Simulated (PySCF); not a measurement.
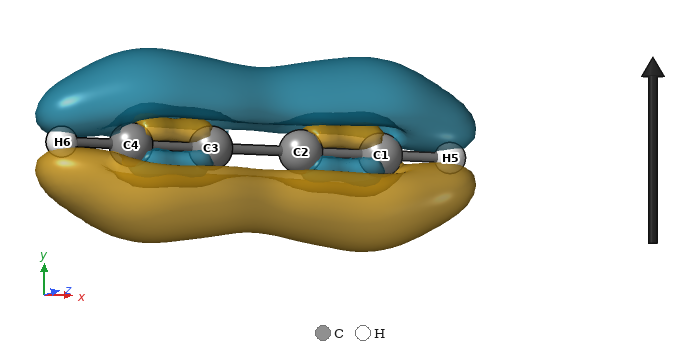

*C$_{4}$H$_{2}$, SMILES `C#CC#C`. Change of the electron density in a uniform field of 0.10 V/Å along +y (arrow), surfaces at ±0.0005 e/Å³ (yellow: gain, teal: loss).*

Level of theory: B3LYP/cc-pVDZ (PySCF), at a geometry from GFN2-xTB. No frequency check shows the geometry to be a minimum. A basis without diffuse functions makes polarisabilities too small.

How large is the response?

The induced dipole is 0.08 D (along the field); α along this axis, from the fields in both directions, is 16 bohr³ (2.4 Å³).

Which atoms gain and lose the most charge?

Hardly any: no atom's Hirshfeld charge changes by as much as 0.002 e. The density shifts from one side of each atom to the other; 0.011 electrons are displaced in all.

The PySCF run took 10 s on 1 thread of Intel(R) Xeon(R) Platinum 8259CL CPU @ 2.50GHz (Skylake/Cascade Lake), on a shared host, peak memory 0.32 GiB.
